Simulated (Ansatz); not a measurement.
**AlClH3NOSi (SMILES O[SiH]1[NH][Al]1[Cl]): density, localisation and related maps**

Input

```
crystal:
  periodic: [false, false, false]
  atoms:
    - {symbol: O, position_ang: [-0.077180, 1.389742, 1.602578]}
    - {symbol: Si, position_ang: [0.521662, 0.703143, 0.233227]}
    - {symbol: N, position_ang: [0.296317, -1.011373, -0.015297]}
    - {symbol: Al, position_ang: [-0.577283, -0.415617, -1.449027]}
    - {symbol: Cl, position_ang: [-1.635171, -1.370389, -2.977627]}
    - {symbol: H, position_ang: [-1.000475, 1.224000, 1.801820]}
    - {symbol: H, position_ang: [1.913175, 1.218717, 0.231841]}
    - {symbol: H, position_ang: [0.651155, -1.795222, 0.516785]}
basis:
  gaussian: {orbitals: def2-TZVPP}
hamiltonian: {xc: pbe0, dispersion: d4}
output: {orbitals: {seedname: orbitals}}
```

Launched as:

```sh
ansatz run in.yaml --threads 2 --pin off --events-out ev --progress --plain --max-ram 4352MiB
```

Geometry: PBE0-D4/def2-TZVP.

Theory: RKS PBE0-D4/def2-TZVPP (Ansatz 0.2.0).

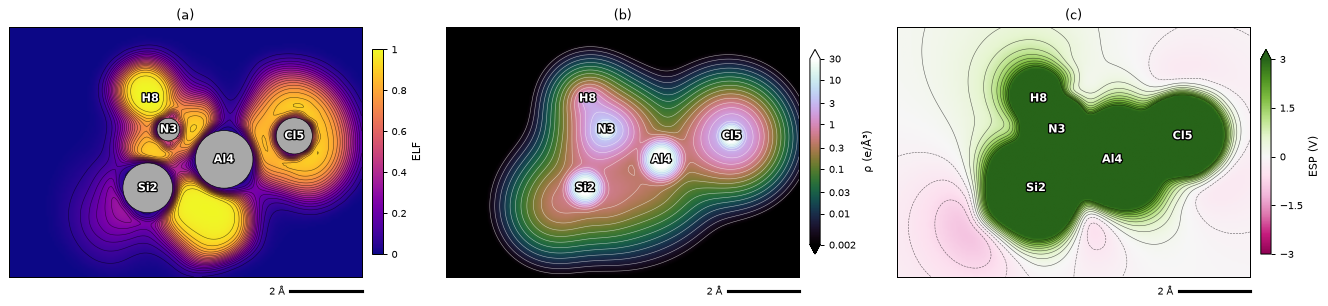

Figure 1. (a) ELF; (b) electron density; (c) electrostatic potential on the plane of atoms Al4, N3 and H8. Grey discs cover the atomic cores in the ELF map.

What do the fields say about this system?

- The plane passes through Si, N, Al, Cl and H nuclei.
- Si–N (1.75 Å): ρ at the midpoint is about 1.1 e/Å³; the ELF peaks at about 0.90 between the atoms: a shared but strongly polarised pair.
- Al–N (1.78 Å): ρ at the midpoint is about 0.8 e/Å³; the ELF peaks at about 0.85 in the valence shell of N, 0.6 Å from its nucleus, and is about 0.50 at the midpoint.
- Al–Cl (2.09 Å): ρ at the midpoint is about 0.75 e/Å³; the ELF peaks at about 0.85 in the valence shell of Cl, 0.9 Å from its nucleus, and is about 0.80 at the midpoint.
- Al–Si (2.30 Å): ρ is about 0.44 e/Å³ halfway; the ELF reaches about 0.50 near the midpoint.
- N–H (1.01 Å): the density is about 2.9 e/Å³ at the midpoint; the ELF climbs to about 1 towards the hydrogen, as it does in any bond to H; an ordinary covalent bond to hydrogen.
- The ELF also peaks beside Cl5, away from the bonds: lone-pair regions.
- Outside the dense part of the molecule the potential is most negative (−1.0 V) near O1, which lies off the plane.

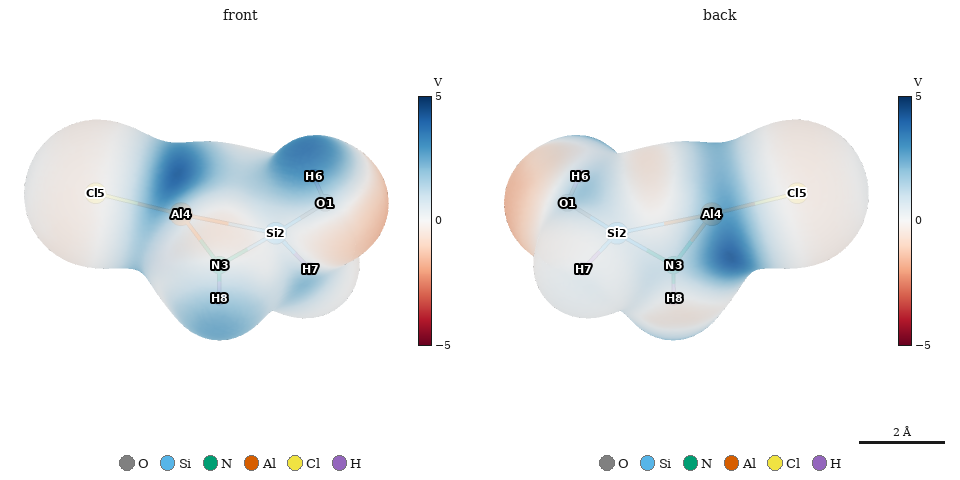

Figure 2. The molecular electrostatic potential painted on the density surface at 0.004 e/bohr³, seen from the front and from behind; the colour scale runs from red (negative) to blue (positive).

Describe the electrostatic potential map.

The most negative region (about −1.5 V) lies over O1, the most positive (about +3.9 V) over Al4. O1 is the likeliest acceptor of a hydrogen bond.

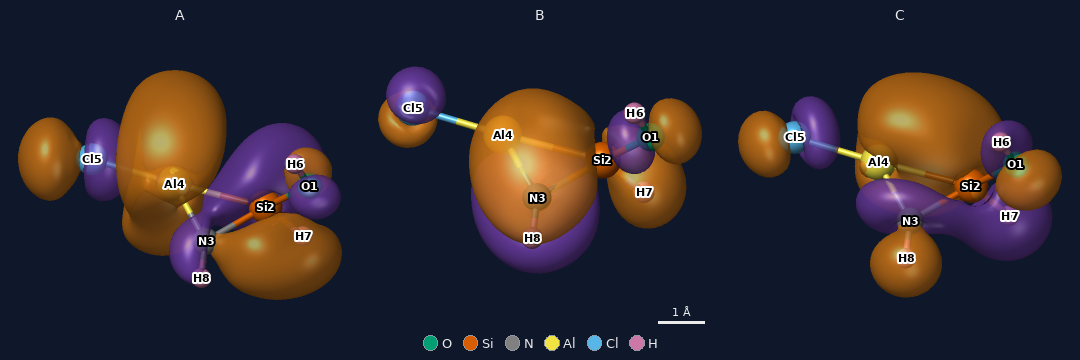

Figure 3. Three frontier orbitals at ±0.06 Å⁻³ᐟ² (orange and purple are the two phases), in no order.

Order the three orbitals by energy and name them.

B is the HOMO−1 (−8.17 eV). It lies mainly on N3 (about 60 %) and Al4 (about 10 %). C is the HOMO (−6.68 eV). Its weight (Hirshfeld) is mainly on Al4 (about 35 %), Si2 (about 35 %), N3 (about 10 %) and O1 (about 5 %). A is the LUMO (−1.25 eV). Its weight (Hirshfeld) is mainly on Al4 (about 45 %), Si2 (about 30 %) and Cl5 (about 15 %).

What is the HOMO–LUMO gap?

5.43 eV between the orbital energies.
